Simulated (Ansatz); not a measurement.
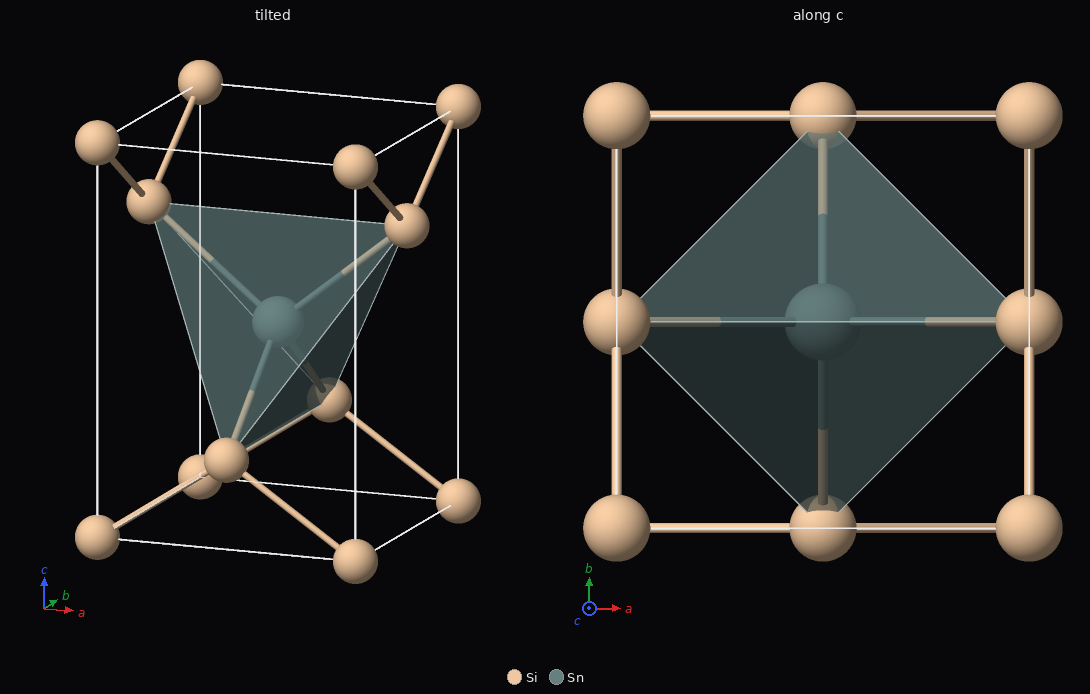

Polyhedral representation of a periodic structure, projected slightly off an axis and along the c axis. The conventional unit cell is outlined; an atom on or near a face, edge or corner is repeated at each equivalent position.

Si3Sn, space group P-4m2 (No. 115), a = 4.038 Å, b = 4.038 Å, c = 5.898 Å, α = 90.00°, β = 90.00°, γ = 90.00°. The initial geometry was a structure type filled with these elements by a generator (whether the compound takes this form wasn't checked). The cell was then strained or its atoms displaced on purpose. It was run through Ansatz as a DFT input.

This one geometry was computed with Ansatz (DFT, plane waves, PAW) at three levels of theory: r2SCAN, PBE and HSE06. It was relaxed with r2SCAN and then strained.

Which level gives the highest pressure at this volume, and what does that say about its equilibrium volume?

Answer. Highest: PBE (-0.4 GPa), which points to the largest equilibrium volume. Lowest, with the smallest volume: r2SCAN (-1.9 GPa) and HSE06 (-2.1 GPa). Levels within 0.5 GPa of each other can't be told apart.

How does the band gap change with the level of theory?

Answer. PBE: a gap of 0.15 eV, indirect; r2SCAN: a gap of 0.31 eV, indirect; HSE06: a gap of 0.67 eV, indirect.

Collect the results in a table.

Answer.
| level | cutoff (eV) | k-mesh of the run's cell | gap (eV) | pressure (GPa) |
| --- | --- | --- | --- | --- |
| r2SCAN | 500 | 6×6×4 | 0.31 | -1.9 |
| PBE | 420 | 6×6×4 | 0.15 | -0.4 |
| HSE06 | 420 | 4×4×4 | 0.67 | -2.1 |

Gaps are taken on the k-mesh or band path of each run.
